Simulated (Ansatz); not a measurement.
**Run report: WH3Cl3OF2, molecular dynamics (part 3 of 3)**

WH3Cl3OF2; RHF/def2-SVP (Ansatz 0.2.0). It belongs to a series of runs on one base structure; here: dynamics from the highest image of the converged band.

Geometry of the input (Å):
```
W  -0.0280  0.2634  0.0960
O  0.2325  -0.2207  2.0590
H  0.5749  -1.0127  2.4505
Cl 2.2351  -0.3195  -0.0572
Cl 0.1076  1.9636  -1.4689
F  -1.6938  0.9549  0.5009
Cl -1.0545  -1.8052  -0.0716
H  0.2142  -0.3821  -1.3753
F  0.7351  1.7804  1.4233
H  0.6448  0.9313  2.1267
```

**Log, continued**
```
md step   199: t =    99.50 fs  T =   587.4 K  F+E_penalty+E_count = -46798.69218368 eV  E_kin = 0.607460 eV  conserved = -46798.08472365 eV  (50 SCF iters)
these checks for a lower state are left out or cut short: starts, cluster_reference, orbital_swaps, neighbouring_geometries, increment
1447 factors; integrals over basis functions are off by at most 4.3e-4 eV
mean field -46798.71876729 eV, -1719.8211933869 hartree, gradient 2.5e-5 eV, S^2 0.000000; 0 other end points of the search recorded, 0 dependent functions left out
the calculation of the forces begins
reference -46798.71876729 eV, -1719.8211933869 hartree; 47, 47 occupied and 96, 96 virtual orbitals, 1447 factors
1447 factors; integrals over basis functions are off by at most 4.3e-4 eV
mean field evaluation 2016: about -46798.2600 eV, gradient 3.3e-3 eV
mean field evaluation 2048: about -46793.2387 eV, gradient 8.3e0 eV
mean field -46798.71876729 eV, -1719.8211933869 hartree, gradient 2.6e-5 eV, S^2 0.000000; 1 other end points of the search recorded, 0 dependent functions left out
the calculation of the forces begins
reference -46798.71876729 eV, -1719.8211933869 hartree; 47, 47 occupied and 96, 96 virtual orbitals, 1447 factors
md step   200: t =   100.00 fs  T =   613.1 K  F+E_penalty+E_count = -46798.71876729 eV  E_kin = 0.634015 eV  conserved = -46798.08475189 eV  (88 SCF iters)
```

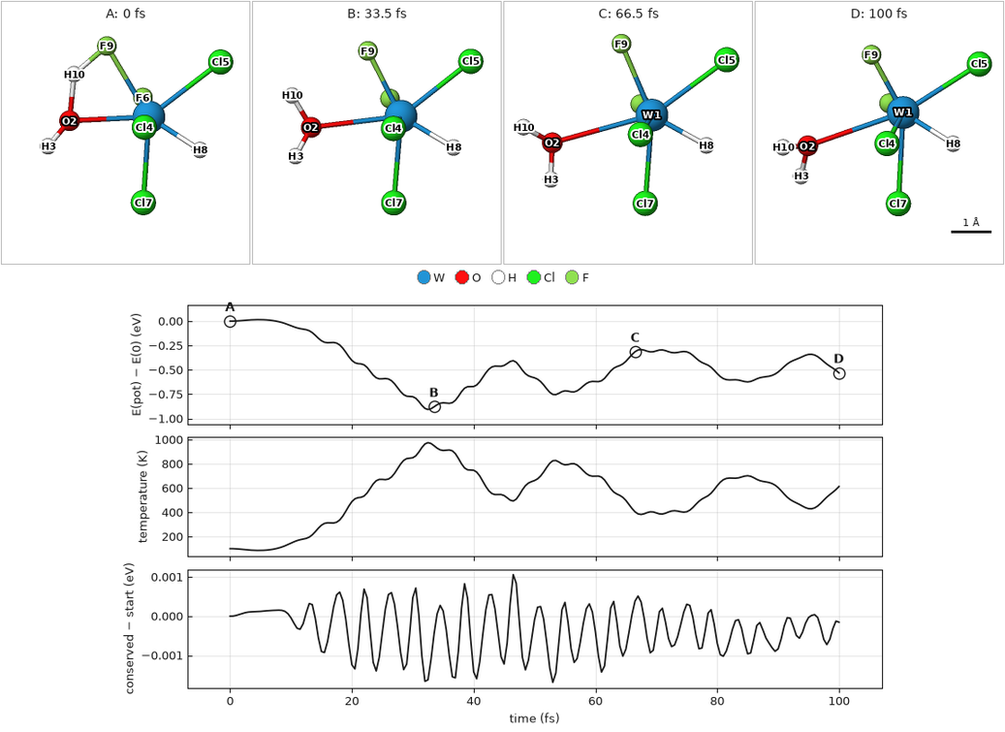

*Frames of the molecular dynamics (ball-and-stick, seen on its broad side) above the curves, on which the letters mark them.*

The trajectory kept here has 201 frames over 100 fs. The temperature starts at 100 K, ranges from 85 to 975 K and averages 579 K over the second half. The potential energy ends 0.531 eV below its first value. The conserved quantity stays within 0.0027 eV. After an unweighted best fit of the last frame on the first, the root-mean-square displacement is 0.70 Å, and H10 has moved furthest (1.49 Å).

```
Total energy: -46798.71876729 eV, -1719.8211933869 hartree
Atom 0 at     0.027353     0.418476     0.082469 Å, force    -2.652485    -3.884335    -2.080162 eV/Å
Atom 1 at     0.025535    -0.778134     2.381547 Å, force    -0.066714    -0.781436     1.095042 eV/Å
Atom 2 at    -0.607494    -1.518660     2.512038 Å, force     1.169658     1.403366    -0.419199 eV/Å
Atom 3 at     2.067461    -0.605341     0.119970 Å, force     1.395083    -0.163864     0.475723 eV/Å
Atom 4 at    -0.130373     1.946787    -1.652420 Å, force    -0.318525     0.079476     0.365889 eV/Å
Atom 5 at    -1.709086     0.753098     0.689597 Å, force     0.415626     0.021713    -0.273287 eV/Å
Atom 6 at    -0.841937    -1.843563    -0.051344 Å, force    -0.253771     0.435513    -0.655899 eV/Å
Atom 7 at     0.451206    -0.228443    -1.365729 Å, force    -0.479639     0.221550     0.338313 eV/Å
Atom 8 at     0.790685     1.707667     1.022177 Å, force     1.738137     2.355978     1.885506 eV/Å
Atom 9 at     0.814119    -0.977016     2.910394 Å, force    -0.947370     0.312040    -0.731926 eV/Å
Dipole moment:     0.251765    -0.315178     0.522536 e Å
```

**Trajectory as extended XYZ (Å, eV, eV/Å), 10 of the 201 frames kept, from step=0 to step=200**
```
10
Properties=species:S:1:pos:R:3:forces:R:3 step=0 time_fs=0.0 energy=-46798.18801 temperature=100.0
W    -0.0280    0.2634    0.0960   -0.0214   0.0060   0.0056
O     0.2325   -0.2207    2.0590   -0.0234  -0.0110  -0.0382
H     0.5749   -1.0127    2.4505    0.0256   0.0125   0.0169
Cl    2.2351   -0.3195   -0.0572   -0.0057  -0.0014   0.0103
Cl    0.1076    1.9636   -1.4689   -0.0011   0.0047  -0.0003
F    -1.6938    0.9549    0.5009    0.0122  -0.0021  -0.0083
Cl   -1.0545   -1.8052   -0.0716    0.0028  -0.0081   0.0009
H     0.2142   -0.3821   -1.3752   -0.0053  -0.0017  -0.0050
F     0.7351    1.7804    1.4233    0.0201   0.0010   0.0082
H     0.6448    0.9313    2.1267   -0.0039   0.0001   0.0099
10
Properties=species:S:1:pos:R:3:forces:R:3 step=22 time_fs=11.0 energy=-46798.25713 temperature=166.5
W    -0.0347    0.2620    0.0838    0.9977   1.8015   0.5332
O     0.2513   -0.2068    2.0631   -0.4590  -1.5465   1.0257
H     0.6256   -0.9023    2.5911   -0.0227   0.0044  -0.2251
Cl    2.2507   -0.3262   -0.0468   -0.5057  -0.0140  -0.0621
Cl    0.1210    1.9668   -1.4591   -0.1225   0.0010  -0.0710
F    -1.6811    0.9517    0.5442   -0.0945  -0.1103  -0.0908
Cl   -1.0496   -1.7998   -0.0614   -0.0619  -0.1957   0.0114
H     0.1498   -0.3407   -1.3963    0.1809  -0.2297  -0.3737
F     0.7138    1.7844    1.4275   -0.2465   0.1996  -1.6830
H     0.5637    0.7447    2.1933    0.3339   0.0897   0.9354
10
Properties=species:S:1:pos:R:3:forces:R:3 step=44 time_fs=22.0 energy=-46798.63610 temperature=534.0
W    -0.0348    0.2701    0.0742    1.8437   2.9140   1.9225
O     0.2555   -0.2599    2.1463   -1.1908  -3.3729  -0.7352
H     0.6332   -1.0521    2.5017   -0.0136  -0.1448   0.0976
Cl    2.2514   -0.3333   -0.0375   -0.5513  -0.1244   0.1066
Cl    0.1303    1.9708   -1.4520   -0.2981  -0.0099  -0.2714
F    -1.6746    0.9422    0.5817   -0.2504  -0.2387  -0.1976
Cl   -1.0467   -1.8005   -0.0504   -0.0152  -0.2012   0.0574
H     0.2004   -0.3544   -1.4047    0.0410  -0.0087  -0.2000
F     0.6785    1.7885    1.3462   -0.5104  -1.1025  -1.9290
H     0.5361    0.4968    2.5801    0.9451   2.2891   1.1491
10
Properties=species:S:1:pos:R:3:forces:R:3 step=67 time_fs=33.5 energy=-46799.06682 temperature=949.4
W    -0.0232    0.2957    0.0751    0.6771   0.5255   0.9527
O     0.2321   -0.4060    2.2717    0.8534   1.0108   1.0268
H     0.5943   -1.2545    2.4989   -0.1445  -0.0792  -0.0527
Cl    2.2343   -0.3452   -0.0241   -0.2147  -0.2701   0.2506
Cl    0.1296    1.9763   -1.4552   -0.4575   0.3122  -0.7740
F    -1.6834    0.9173    0.6079   -0.2310  -0.2951  -0.2722
Cl   -1.0437   -1.8075   -0.0374    0.1944   0.0311  -0.0466
H     0.2486   -0.3110   -1.4281   -0.2085   0.1017   0.1940
F     0.6161    1.7346    1.1492    0.4415  -0.1937   0.0845
H     0.6586    0.2669    2.8599   -0.9100  -1.1433  -1.3630
10
Properties=species:S:1:pos:R:3:forces:R:3 step=89 time_fs=44.5 energy=-46798.65104 temperature=546.8
W    -0.0093    0.3221    0.0816   -2.1855  -4.2584  -2.5411
O     0.2074   -0.5621    2.3783    0.1020   0.3728  -0.6173
H     0.4369   -1.4821    2.5435   -0.0230   0.8852   0.0464
Cl    2.2099   -0.3656   -0.0037   -0.0322  -0.3926   0.1613
Cl    0.1138    1.9913   -1.4836   -0.4936   0.4489  -0.9813
F    -1.7044    0.8756    0.6168    0.1908  -0.2412  -0.2035
Cl   -1.0347   -1.8141   -0.0264    0.2881  -0.0052  -0.0619
H     0.1386   -0.2450   -1.4648   -0.0508   0.0470   0.4307
F     0.5917    1.6944    0.9796    2.3174   3.8697   3.7280
H     0.7178    0.0584    2.8999   -0.1132  -0.7261   0.0388
10
Properties=species:S:1:pos:R:3:forces:R:3 step=111 time_fs=55.5 energy=-46798.90603 temperature=794.2
W    -0.0060    0.3294    0.0788   -0.2898   0.5202   0.1436
O     0.1804   -0.6791    2.4408   -0.8145   0.3340  -1.3057
H     0.2592   -1.6014    2.5721   -0.3976  -1.0889  -0.4095
Cl    2.1829   -0.3983    0.0217   -0.2803  -0.2808   0.0374
Cl    0.0823    2.0171   -1.5410   -0.3940  -0.3907  -0.1446
F    -1.7136    0.8198    0.6130    0.5786  -0.0118  -0.0901
Cl   -1.0159   -1.8201   -0.0178    0.3896   0.0410  -0.1037
H     0.0106   -0.2387   -1.4500    0.0518   0.0294   0.0193
F     0.6801    1.8295    0.9907    0.0186  -0.5144   0.6977
H     0.7673   -0.3465    3.0675    1.1376   1.3621   1.1557
10
Properties=species:S:1:pos:R:3:forces:R:3 step=133 time_fs=66.5 energy=-46798.50202 temperature=404.0
W    -0.0050    0.3377    0.0758    1.7564   2.9723   1.5427
O     0.1610   -0.7668    2.4755    0.8127   1.3663   0.2435
H    -0.1040   -1.6782    2.3912    0.4437   0.1574   0.6361
Cl    2.1475   -0.4401    0.0484   -0.3040  -0.1273  -0.0466
Cl    0.0379    2.0315   -1.6037   -0.2293  -0.8684   0.6487
F    -1.6939    0.7646    0.6049   -0.1476   0.4145   0.2604
Cl   -0.9848   -1.8256   -0.0128    0.3606  -0.0541  -0.1736
H    -0.0594   -0.2194   -1.4313    0.0333  -0.1177  -0.4226
F     0.7794    1.9539    1.0575   -1.3205  -2.7993  -1.1512
H     0.7961   -0.5501    3.2003   -1.4054  -0.9437  -1.5372
10
Properties=species:S:1:pos:R:3:forces:R:3 step=156 time_fs=78.0 energy=-46798.62589 temperature=523.1
W     0.0067    0.3639    0.0794    1.3261   1.9850   0.9018
O     0.1262   -0.8116    2.4597   -1.6104  -0.5390  -1.1134
H    -0.3266   -1.6583    2.4845    0.0260   0.6784  -0.4224
Cl    2.1018   -0.4889    0.0748    0.2632  -0.1874  -0.1142
Cl   -0.0165    2.0187   -1.6479   -0.0735  -0.6402   0.8797
F    -1.6820    0.7327    0.6135   -0.5700   0.5479   0.4668
Cl   -0.9399   -1.8328   -0.0138    0.2192  -0.0086  -0.3417
H    -0.0730   -0.1932   -1.4293    0.1092  -0.1956  -0.3216
F     0.8027    1.9132    1.0601   -1.1701  -2.1566  -1.1529
H     0.7278   -0.8813    3.1539    1.4804   0.5160   1.2178
10
Properties=species:S:1:pos:R:3:forces:R:3 step=178 time_fs=89.0 energy=-46798.74483 temperature=637.7
W     0.0246    0.3993    0.0857   -2.6677  -2.8749  -1.7980
O     0.0757   -0.8306    2.4274    1.4375   2.5382  -0.2412
H    -0.5206   -1.5313    2.4798   -0.8439  -1.4849   0.3015
Cl    2.0675   -0.5421    0.0969    1.0828  -0.3330  -0.0058
Cl   -0.0715    1.9860   -1.6616   -0.0956  -0.1603   0.7116
F    -1.6994    0.7344    0.6478    0.1866   0.2721   0.1220
Cl   -0.8902   -1.8402   -0.0254   -0.0530   0.0998  -0.4116
H     0.0640   -0.2416   -1.4233    0.2751   0.1194   0.2003
F     0.7625    1.7562    1.0029    1.2212   2.0499   1.3600
H     0.8027   -0.8956    3.0429   -0.5430  -0.2262  -0.2388
10
Properties=species:S:1:pos:R:3:forces:R:3 step=200 time_fs=100.0 energy=-46798.71877 temperature=613.1
W     0.0274    0.4185    0.0825   -2.6525  -3.8843  -2.0802
O     0.0255   -0.7781    2.3815   -0.0667  -0.7814   1.0950
H    -0.6075   -1.5187    2.5120    1.1697   1.4034  -0.4192
Cl    2.0675   -0.6053    0.1200    1.3951  -0.1639   0.4757
Cl   -0.1304    1.9468   -1.6524   -0.3185   0.0795   0.3659
F    -1.7091    0.7531    0.6896    0.4156   0.0217  -0.2733
Cl   -0.8419   -1.8436   -0.0513   -0.2538   0.4355  -0.6559
H     0.4512   -0.2284   -1.3657   -0.4796   0.2216   0.3383
F     0.7907    1.7077    1.0222    1.7381   2.3560   1.8855
H     0.8141   -0.9770    2.9104   -0.9474   0.3120  -0.7319
```
